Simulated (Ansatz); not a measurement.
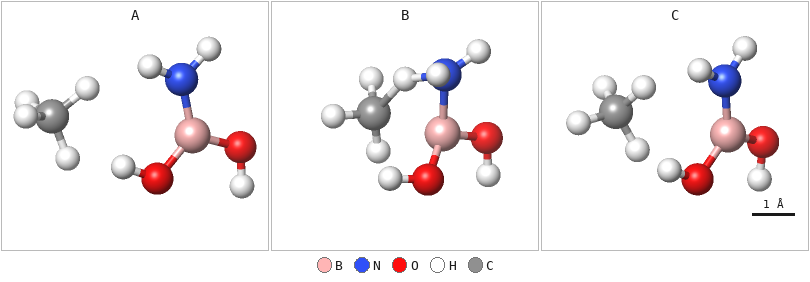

3 geometries from a converged minimum-energy path of CH8BNO2, made up of BNH4O2 and CH4, shuffled. A ball-and-stick model, seen at a tilt.

Level of theory: RKS BLYP-D4/def2-SVP (Ansatz 0.2.0). Set-up: 5 movable images; climbing image; force threshold 0.03 eV/Å; iteration limit 60; starting path through a guess of the saddle point.

Question: Which frame is the top of the path?

Answer: B. In order along the path, whose images run from 0 to 6: A (image 0, 0.0 kJ/mol), C (image 2, +4.7 kJ/mol), B (image 4, +250.8 kJ/mol). Breaking: B–N (1.43 → 3.11 Å), C–H (1.11 → 3.09 Å). Forming: B–C (3.66 → 1.58 Å), H–N (2.70 → 1.03 Å).

Limits of the set-up: the start holds two separate molecules, 2.5 Å apart at their closest, whose relative position is a soft coordinate.
